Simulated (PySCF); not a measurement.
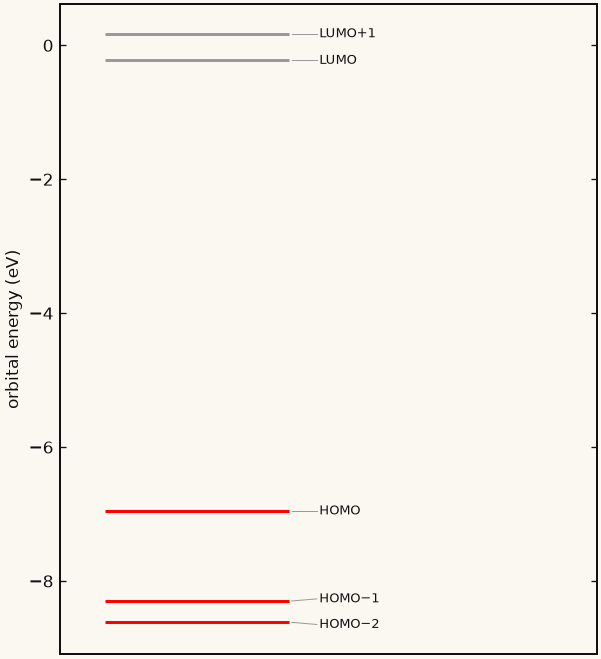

Kohn-Sham orbital energies near the frontier, PBE0/def2-SVPD with PySCF, at a GFN2-xTB geometry (no frequency check), isolated molecule; empty levels in grey, levels within 0.03 eV side by side.

Question: Which molecule has this level scheme?
A. C₂H₁₁AsSi₂, SMILES CC[As]([SiH3])[SiH3]
B. C₅H₁₃NSi, SMILES C/C=C\[SiH2]N(C)C
C. C₆H₃BrF₂, SMILES F/C=C1C(F)=CC/1=C/Br

Answer: A. HOMO −6.95 eV, LUMO −0.23 eV, separation 6.73 eV.

Caveats: the tight-binding geometry is rougher than a DFT one and adds to the error; one conformer of a flexible molecule; empty levels above zero depend strongly on the basis.
